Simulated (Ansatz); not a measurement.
Saddle-point search of SiH5OF

The run: saddle-point search of SiH5OF. Method and program: RKS PBE0-D4/def2-TZVP (Ansatz 0.2.0).

The geometry is a guess of a transition state. The reaction was set up to form Si1–O7 and F2–H6 and to break Si1–F2 and H6–O7 (atoms counted from 1 in the order of the input); sticks are drawn by distance alone. Figures and captions count atoms from 1; the log counts them from 0 in places.

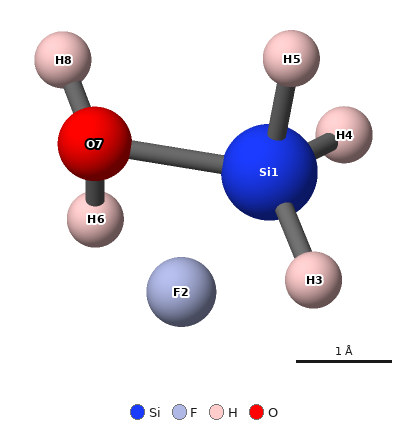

Figure 1. The input geometry (ball-and-stick view, seen at a tilt; atoms are numbered from 1 in the order of the input). Bond lengths as drawn: H–O 0.96 to 1.11 Å, H–Si 1.48 to 1.52 Å and O–Si 1.86 Å.

Input file
```yaml
crystal:
  periodic: [false, false, false]
  atoms:
    - {symbol: Si, position_ang: [-0.505250, 0.366790, -0.285062]}
    - {symbol: F, position_ang: [-0.487366, -1.550256, -0.000749]}
    - {symbol: H, position_ang: [-0.833862, 0.129729, -1.713581]}
    - {symbol: H, position_ang: [-1.604298, 0.426976, 0.720305]}
    - {symbol: H, position_ang: [-0.033618, 1.807372, -0.285765]}
    - {symbol: H, position_ang: [0.661714, -1.180362, 0.339814]}
    - {symbol: O, position_ang: [1.186162, -0.211126, 0.235920]}
    - {symbol: H, position_ang: [1.616520, 0.210976, 0.989219]}
basis:
  gaussian: {orbitals: def2-TZVP}
hamiltonian: {xc: pbe0, dispersion: d4}
saddle:
  f_tol: 0.01
  max_steps: 50
  order_check: false
  mode_guess:
    - [0.2259, 0.2666, 0.0486]
    - [0.3172, -0.3338, 0.1500]
    - [0.0911, -0.0528, 0.1144]
    - [0.1203, -0.0711, -0.0278]
    - [-0.0238, 0.2434, -0.0342]
    - [-0.5889, -0.3083, -0.1982]
    - [-0.1324, 0.1290, 0.0092]
    - [-0.0093, 0.1270, -0.0620]
```

Log
```
Functional definition: PBE0
  name "PBE0"
  cite "Adamo & Barone, J. Chem. Phys. 110, 6158 (1999) doi:10.1063/1.478522"
  cite "Perdew, Burke & Ernzerhof, Phys. Rev. Lett. 77, 3865 (1996) doi:10.1103/PhysRevLett.77.3865"
  parent pbe
  parameter a = 0.25
  parameter kappa = 0.804
  parameter beta = 0.06672455060314922
  exchange = (1 - a)*pbe_x(kappa = kappa, mu = beta*pi^2/3) + a*exact_x
  correlation = pbe_c(beta = beta)
795 factors; their error is unknown
mean field evaluation 1: about -12713.6366 eV, gradient 5.0e1 eV
mean field evaluation 2: about -12709.7665 eV, gradient 7.1e1 eV
mean field evaluation 4: about -12717.3515 eV, gradient 1.4e0 eV
mean field evaluation 8: about -12717.4029 eV, gradient 2.7e-2 eV
mean field -12717.40291429 eV, -467.3559369350 hartree, gradient 6.4e-5 eV, S^2 0.000000; 0 other end points of the search recorded, 0 dependent functions left out
the calculation of the forces begins
reference -12717.40293996 eV, -467.3559378783 hartree; 18, 18 occupied and 111, 111 virtual orbitals, 795 factors
these checks for a lower state are left out or cut short: stability, starts, cluster_reference, orbital_swaps, neighbouring_geometries, increment
795 factors; their error is unknown
mean field evaluation 16: about -12717.3541 eV, gradient 1.8e-3 eV
mean field -12717.40239209 eV, -467.3559177444 hartree, gradient 1.4e-6 eV, S^2 0.000000; 0 other end points of the search recorded, 0 dependent functions left out
[... from here on the field's lines of each further geometry are left out, up to the last ...]
saddle step   1: F+E_penalty+E_count = -12717.48681584 eV  max|allowed force component| = 2.150e-1 eV/Å  curvature = -6.0720 eV/Å²  mode residual = 7.91e-1 eV/Å²  Δτ_max = 0.0000 Å  (1 rotations, 3 force calls, 68 SCF iters)  cluster: 3 rotations left out, max|force component along them| = 1.656e-7 eV/Å
saddle step   2: F+E_penalty+E_count = -12717.49582599 eV  max|allowed force component| = 3.175e-1 eV/Å  curvature = -6.0493 eV/Å²  mode residual = 6.66e-1 eV/Å²  Δτ_max = 0.0191 Å  (1 rotations, 3 force calls, 74 SCF iters)  cluster: 3 rotations left out, max|force component along them| = 3.670e-8 eV/Å
saddle step   3: F+E_penalty+E_count = -12717.49742616 eV  max|allowed force component| = 1.508e-1 eV/Å  curvature = -5.7677 eV/Å²  mode residual = 8.04e-1 eV/Å²  Δτ_max = 0.0104 Å  (1 rotations, 3 force calls, 74 SCF iters)  cluster: 3 rotations left out, max|force component along them| = 3.527e-8 eV/Å
saddle step   4: F+E_penalty+E_count = -12717.49865816 eV  max|allowed force component| = 9.135e-2 eV/Å  curvature = -5.7985 eV/Å²  mode residual = 4.33e-1 eV/Å²  Δτ_max = 0.0047 Å  (1 rotations, 3 force calls, 74 SCF iters)  cluster: 3 rotations left out, max|force component along them| = 3.444e-8 eV/Å
saddle step   5: F+E_penalty+E_count = -12717.49965102 eV  max|allowed force component| = 2.544e-2 eV/Å  curvature = -5.7983 eV/Å²  mode residual = 5.88e-1 eV/Å²  Δτ_max = 0.0082 Å  (1 rotations, 3 force calls, 74 SCF iters)  cluster: 3 rotations left out, max|force component along them| = 3.382e-8 eV/Å
saddle step   6: F+E_penalty+E_count = -12717.49966996 eV  max|allowed force component| = 1.198e-2 eV/Å  curvature = -5.8149 eV/Å²  mode residual = 3.27e-1 eV/Å²  Δτ_max = 0.0021 Å  (1 rotations, 3 force calls, 75 SCF iters)  cluster: 3 rotations left out, max|force component along them| = 3.332e-8 eV/Å
saddle step   7: F+E_penalty+E_count = -12717.49968542 eV  max|allowed force component| = 1.472e-2 eV/Å  curvature = -5.8554 eV/Å²  mode residual = 3.29e-1 eV/Å²  Δτ_max = 0.0029 Å  (1 rotations, 3 force calls, 75 SCF iters)  cluster: 3 rotations left out, max|force component along them| = 3.301e-8 eV/Å
saddle step   8: F+E_penalty+E_count = -12717.49970576 eV  max|allowed force component| = 7.454e-3 eV/Å  curvature = -5.8794 eV/Å²  mode residual = 2.28e-1 eV/Å²  Δτ_max = 0.0024 Å  (1 rotations, 10 force calls, 229 SCF iters)  cluster: 3 rotations left out, max|force component along them| = 3.286e-8 eV/Å
the calculation of the forces begins
reference -12717.41579452 eV, -467.3564102745 hartree; 18, 18 occupied and 111, 111 virtual orbitals, 795 factors
795 factors; their error is unknown
mean field evaluation 288: about -12717.3663 eV, gradient 7.1e-1 eV
mean field -12717.41569012 eV, -467.3564064381 hartree, gradient 8.9e-6 eV, S^2 0.000000; 1 other end points of the search recorded, 0 dependent functions left out
the calculation of the forces begins
reference -12717.41571570 eV, -467.3564073781 hartree; 18, 18 occupied and 111, 111 virtual orbitals, 795 factors
saddle step   9: F+E_penalty+E_count = -12717.49971840 eV  max|allowed force component| = 3.050e-4 eV/Å  curvature = -5.7702 eV/Å² (error put at 0.0054; -5.7754 at half of saddle.amplitude)  mode residual = 2.30e-1 eV/Å²  Δτ_max = 0.0041 Å  (1 rotations, 8 force calls, 183 SCF iters)  cluster: 3 rotations left out, max|force component along them| = 3.262e-8 eV/Å
```

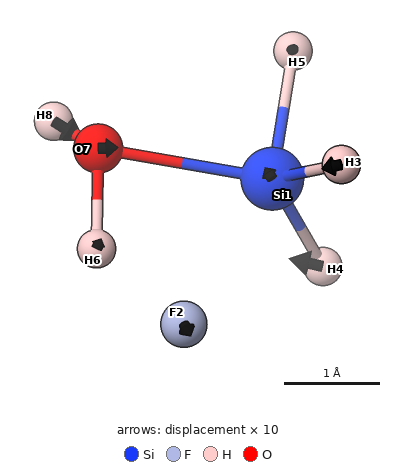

Figure 2. The starting structure with the displacements as black arrows, magnified 10 times (ball-and-stick view, seen at a tilt). The two geometries are laid on each other by the best rigid fit. The largest move after the best rigid fit is that of H8, 0.040 Å. Largest moves by element: H 0.040 Å, O 0.022 Å, F 0.018 Å, Si 0.015 Å. Distances before and after: Si1–O7 1.862 → 1.831 Å, H6–O7 1.107 → 1.097 Å, Si1–H4 1.491 → 1.481 Å, Si1–H5 1.516 → 1.506 Å. (Atoms are counted from 1 in the order of the input.)

```
Total energy: -12717.49974398 eV, -467.3594953605 hartree
Atom 0 at    -0.492573     0.374934    -0.282484 Å, force     0.000305    -0.000026     0.000013 eV/Å
Atom 1 at    -0.499671    -1.561390    -0.006642 Å, force     0.000076     0.000258     0.000014 eV/Å
Atom 2 at    -0.819543     0.119925    -1.698770 Å, force    -0.000138     0.000056     0.000024 eV/Å
Atom 3 at    -1.569734     0.418815     0.732841 Å, force    -0.000104    -0.000186    -0.000060 eV/Å
Atom 4 at    -0.028055     1.807826    -0.292447 Å, force     0.000002     0.000015    -0.000057 eV/Å
Atom 5 at     0.663938    -1.170287     0.332938 Å, force    -0.000038    -0.000076     0.000117 eV/Å
Atom 6 at     1.169229    -0.202603     0.224697 Å, force    -0.000099     0.000035     0.000071 eV/Å
Atom 7 at     1.576411     0.212879     0.989966 Å, force    -0.000004    -0.000074    -0.000122 eV/Å
Dipole moment:     0.466573     0.195888     0.368763 e Å
```

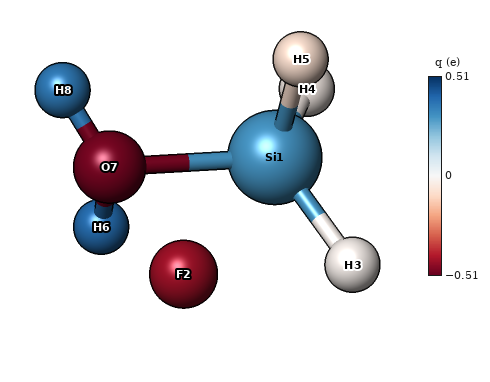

Figure 3. Mulliken charges, as the colour of each atom (ball-and-stick view, seen at a tilt; atoms are numbered from 1 in the order of the input). By element: Si +0.30, F −0.43, H −0.08 to +0.39 and O −0.49 e.

Results in brief

| quantity | value |
| --- | --- |
| outcome | converged |
| total energy | −12717.4997 eV |
| mean-field energy | −12717.4157 eV |
| dispersion energy | −0.0840 eV |
| largest force (length of the vector) at the end | under 0.001 eV/Å |
| dipole moment | 3.01 D |
| hardware | 2 CPU threads, shared host |
| wall time | 46 s (CPU time 85 s) |
| peak memory | 0.25 GiB |

Remarks

The order of the saddle point was not checked.
